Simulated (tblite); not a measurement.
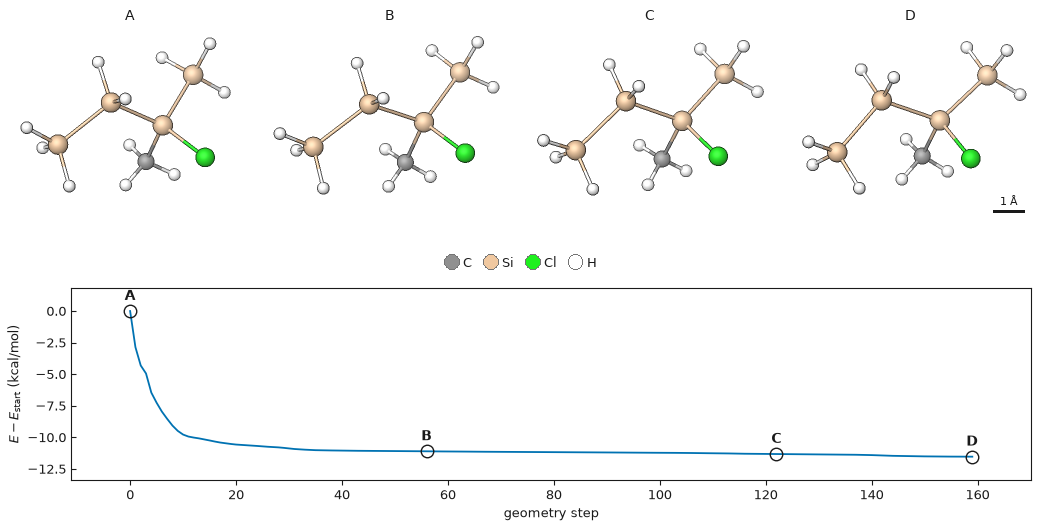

Frames of a relaxation of CH$_{11}$ClSi$_{4}$, marked on the history of the run. A ball-and-stick model, seen at a tilt.

Theory: tblite 0.8.0, GFN2-xTB geometry optimisation, gas phase. 

> What happens along the run?

The atom that moves furthest after the best rigid fit is an H atom (0.91 Å). By element the largest moves are H 0.91 Å, Cl 0.47 Å, Si 0.47 Å, C 0.33 Å. Some distances before and after: Si–Si 2.234 → 2.343 Å, Si–Si 2.233 → 2.324 Å, C–Si 1.867 → 1.916 Å, C–H 1.129 → 1.087 Å. Among the angles between lasting bonds that change: Si–Si–Si 111.3° → 124.1°, Cl–Si–Si 112.0° → 105.0°, Si–Si–H 107.7° → 114.6°. Groups turn about Si–Si by about 30°. Over 159 geometry steps the energy falls by 11.5 kcal/mol. From step 0 to 56: an H atom moves most (0.43 Å), energy −11.1 kcal/mol. From step 56 to 122: an H atom moves most (0.46 Å), energy −0.21 kcal/mol. From step 122 to 159: H atoms move most (0.45 Å), energy −0.21 kcal/mol.

```tsv
step	E − E(0), kcal/mol
0	0.00
1	-2.86
2	-4.31
3	-4.94
4	-6.46
5	-7.26
6	-7.96
7	-8.54
8	-9.07
9	-9.49
10	-9.78
18	-10.47
26	-10.74
34	-11.00
41	-11.06
49	-11.08
57	-11.11
65	-11.14
73	-11.15
81	-11.17
88	-11.19
96	-11.21
104	-11.23
112	-11.27
120	-11.31
128	-11.34
135	-11.37
143	-11.46
151	-11.51
159	-11.53
```
